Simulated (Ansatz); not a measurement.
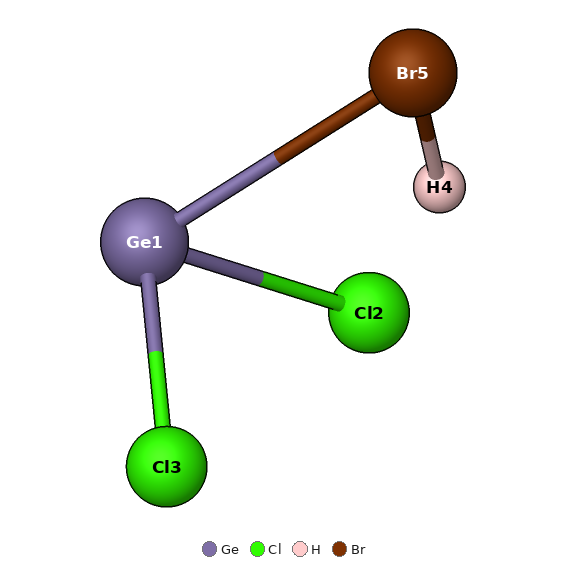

Sticks follow a distance rule. Harmonic vibrations computed with RKS PBE0-D4/def2-TZVP (Ansatz 0.2.0) at a stationary point of the same level.

**Is this a minimum or a saddle point?**

A first-order saddle point: one imaginary frequency, 285i cm⁻¹.

**List the wavenumbers.**

9 modes: 285i, 87, 125, 198, 289, 399, 569, 615, 1098 cm⁻¹.
